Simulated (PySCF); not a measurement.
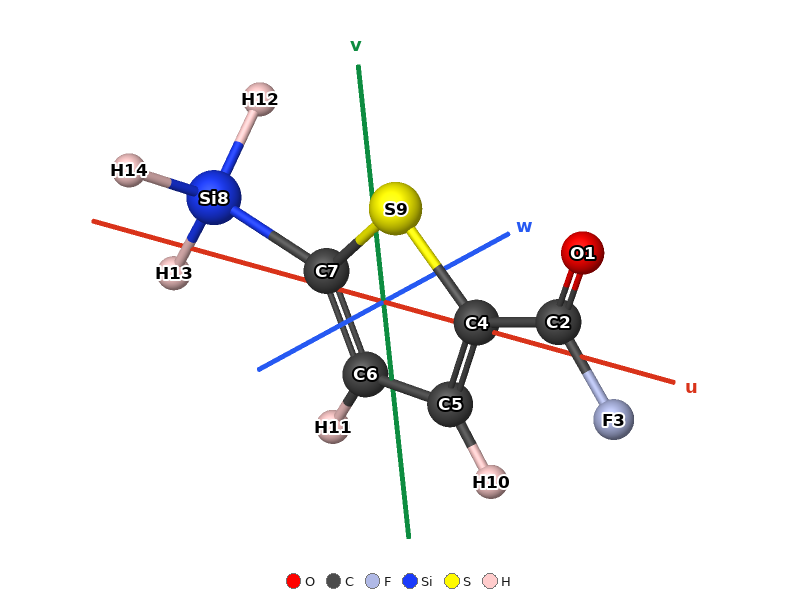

The lines u, v and w are the principal axes of the static dipole polarisability. Computed geometry: GFN2-xTB optimisation. No frequency run is at hand to confirm it as a minimum. Method: PBE0/def2-SVPD (PySCF 2.14.0).

Question. Along which axis is the molecule most polarisable, and along which least?

Answer. Most along u (nearly parallel to the C5–C6 bond), least along w.

Question. Give the three principal values.

Answer. u 150.0, v 107.5, w 68.3 bohr³; mean 108.6, anisotropy 70.7 bohr³.

The geometry is semi-empirical. Around Si such bond lengths and angles can be off by a tenth of an ångström or more and by several degrees, and values that hang on the shape move with them.
